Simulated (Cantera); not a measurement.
Charge: 1 mol Si, 2.2 mol Br2, 98 mol H2, 0.00014 mol N2, at 75.0 Torr.

Equilibrium computed with Cantera from the NASA thermochemical tables; the gas is ideal and each condensed phase is pure. Candidate condensed phases: Br2, Si, Si3N4; 28 gas species. N2 is the only nitrogen source here; it is nearly inert below about 1500 K, so the nitride shown seldom forms there in practice. Mutual solubility and eutectic melting of coexisting phases are not modelled. The tables' values for SiBr3 are old estimates; treat these amounts as uncertain. The numbers say what is thermodynamically allowed, not how fast it happens.

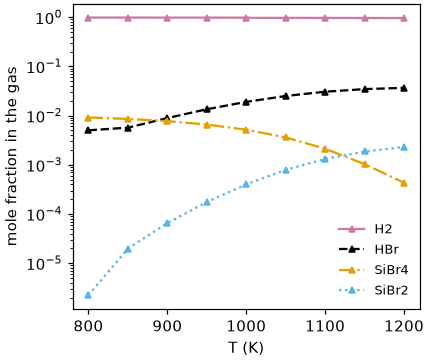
Figure: Equilibrium gas composition (values under 1e-9 drawn at 1e-9)

From 800 K to 850 K the condensed part is Si3N4(s). From 900 K to 1200 K the condensed part is Si(s) + Si3N4(s). The main Si-bearing gas is SiBr4 at 800 K and SiBr2 at 1200 K.
